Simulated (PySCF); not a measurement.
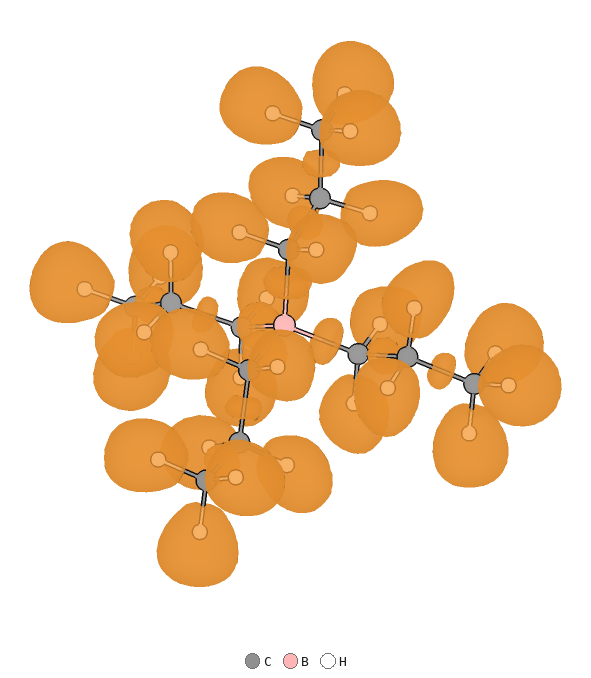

*C₁₂H₂₈B (charge −1). Isosurface of the ELF at 0.85 (orange), seen at a tilt. Core shells and regions of very low density are left out.*

Geometry: GFN2-xTB.

All numbers below come from KT3/6-31G*, SCF density, gas phase, non-relativistic in PySCF.

Input

```
{"job": {"xc": "KT3", "basis": "6-31G*", "kind": "nmr", "pop": true}, "charge": -1, "multiplicity": 1}
C      2.502703    -1.916536    -2.568199
C      1.930591    -1.437793    -1.233500
C      0.689229    -0.565774    -1.398114
B      0.000124     0.000899     0.000602
C     -0.454129    -1.248614     0.992872
C     -1.455400    -2.242350     0.410984
C     -1.822345    -3.359197     1.388764
C      1.076438     0.914359     0.872081
C      1.648167     2.140399     0.165930
C      2.630863     2.924344     1.036450
C     -1.311615     0.903811    -0.464892
C     -2.125118     1.542469     0.657239
C     -3.313792     2.354875     0.142300
H      2.777679    -1.065042    -3.190579
H      1.761667    -2.503454    -3.110853
H      3.391144    -2.536356    -2.425667
H      2.701173    -0.874453    -0.703091
H      1.683256    -2.309943    -0.624668
H     -0.050369    -1.142476    -1.965427
H      0.958114     0.277963    -2.044071
H      0.432583    -1.812979     1.303692
H     -0.882760    -0.846837     1.918276
H     -2.366729    -1.713238     0.124675
H     -1.037939    -2.690998    -0.492896
H     -0.933770    -3.923188     1.672391
H     -2.258792    -2.941608     2.296049
H     -2.543170    -4.054908     0.952571
H      0.602713     1.255192     1.799938
H      1.919224     0.288763     1.187965
H      0.831682     2.804144    -0.126179
H      2.160396     1.827843    -0.746468
H      3.469487     2.291740     1.327223
H      3.027657     3.795819     0.510206
H      2.140301     3.270231     1.946240
H     -0.986135     1.705289    -1.138087
H     -1.993095     0.283740    -1.058642
H     -2.496447     0.762666     1.325464
H     -1.480017     2.198852     1.245016
H     -3.988405     1.719302    -0.431261
H     -3.880741     2.802213     0.962277
H     -2.971210     3.156651    -0.511758
```

Run with:

```sh
OMP_NUM_THREADS=1 python ens_run.py task.json out
```

What do the ELF domains correspond to?

At this value the surface marks out four regions between bonded B–C atoms (shared pairs), eight regions between bonded C–C atoms (shared pairs) and 28 regions around hydrogen nuclei.

Values along the shortest contacts:
C–C (1.53 Å): the ELF peaks at about 0.95 between the atoms; a covalent bond. C–B (1.66 Å): the ELF peaks at about 0.95 between the atoms; a shared electron pair.
